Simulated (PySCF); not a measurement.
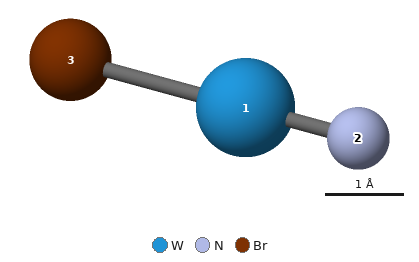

*The input geometry (ball-and-stick view, seen at a tilt; atoms are numbered from 1 in the order of the input). Sticks mark near contacts.*

## Frequency calculation of WNBr

System: WNBr.
Method: RKS-based PBE0, W def2-TZVP with ECP60, N def2-TZVP, Br def2-TZVP; non-relativistic Hamiltonian with a scalar-relativistic core potential; density fitting (PySCF 2.14.0).

What the program printed
```
init E= -2695.55709397648
  HOMO = -0.22993484779021  LUMO = -0.14889146960695  gap/eV = 2.20530
cycle= 1 E= -2695.55709397646  delta_E= 1.86e-11  |g|= 1.88e-05  |ddm|= 2.44e-05
  HOMO = -0.229939657197479  LUMO = -0.148893026551334  gap/eV = 2.20539
cycle= 2 E= -2695.55709397552  delta_E= 9.4e-10  |g|= 7.14e-05  |ddm|= 5.24e-05
  HOMO = -0.229936687679436  LUMO = -0.148892360551608  gap/eV = 2.20533
cycle= 3 E= -2695.5570939766  delta_E= -1.08e-09  |g|= 5.69e-06  |ddm|= 3.75e-05
  HOMO = -0.229936243704497  LUMO = -0.148892056384275  gap/eV = 2.20532
cycle= 4 E= -2695.55709397663  delta_E= -3.41e-11  |g|= 2.52e-06  |ddm|= 8.39e-06
  HOMO = -0.229936200669447  LUMO = -0.148892026837214  gap/eV = 2.20532
Extra cycle  E= -2695.5570939767  delta_E= -6.09e-11  |g|= 2.52e-06  |ddm|= 1.71e-05
converged SCF energy = -2695.5570939767
```

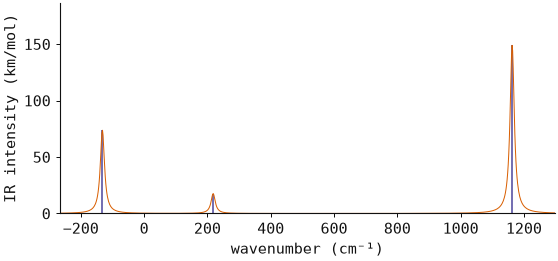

*Harmonic infrared spectrum, unscaled: sticks (degenerate modes added up, dark ones marked on the axis) with a Lorentzian envelope of 16 cm⁻¹ full width, scaled to the tallest stick; imaginary modes are drawn at negative wavenumbers.*

4 modes from 132i to 1163 cm⁻¹, 2 imaginary beyond 8i (132i, 132i cm⁻¹): not a minimum. The strongest line is at 1163 cm⁻¹ (149 km/mol). All modes, in cm⁻¹ (km/mol): 132i (37), 132i (37), 218 (17.6), 1163 (149).

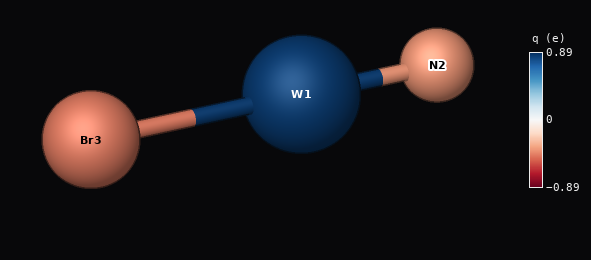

*Mulliken charges, as the colour of each atom (ball-and-stick view, seen at a tilt; atoms are numbered from 1 in the order of the input).*

By element: W +0.84, N −0.39 and Br −0.45 e.

The run was set up as follows.

Input
```python
from pyscf import gto, scf, dft
mol = gto.M(atom='''
W     -0.000000     0.000000    -0.644545
N     -0.000000     0.000000    -2.289155
Br     0.000000     0.000000     1.908554''',
    basis={'W': 'def2-TZVP', 'N': 'def2-TZVP', 'Br': 'def2-TZVP'},
    ecp={'W': 'def2-TZVP'},
    charge=0, spin=0)
mf = dft.RKS(mol, xc='PBE0')
mf.grids.atom_grid = (75, 302)
aux = {'W': 'def2-universal-JKFIT', 'N': 'def2-universal-JKFIT', 'Br': 'def2-universal-JKFIT'}
mf = mf.density_fit(auxbasis=aux)
mf.conv_tol = 1e-09
mf.diis_space = 10
mf.max_cycle = 60
mf.verbose = 4
mf.kernel()
```

The script is an equivalent of the set-up of the self-consistent field. The run itself was carried out by a driver, which started from the orbitals of the step before it where there was one and computed the further properties.

Launch command:
```bash
OMP_NUM_THREADS=2 python axn.py task.json out
```

Results in brief

```json
{"quantity": "outcome", "value": "converged"}
{"quantity": "total energy", "value": "−2695.557094 hartree"}
{"quantity": "HOMO", "value": "−6.26 eV"}
{"quantity": "LUMO", "value": "−4.05 eV"}
{"quantity": "zero-point energy", "value": "0.003146 hartree"}
{"quantity": "dipole moment", "value": "0.05 D"}
{"quantity": "wavenumbers, lowest and highest", "value": "132i and 1163 cm⁻¹"}
{"quantity": "hardware", "value": "2 threads of AMD EPYC (Zen 3), 189 GiB of memory available, shared host"}
{"quantity": "wall time", "value": "68 s (CPU time 2.1 min)"}
{"quantity": "peak memory", "value": "1.2 GiB"}
```

Checks after the run noted: the SCF density has lower symmetry than the nuclear frame.
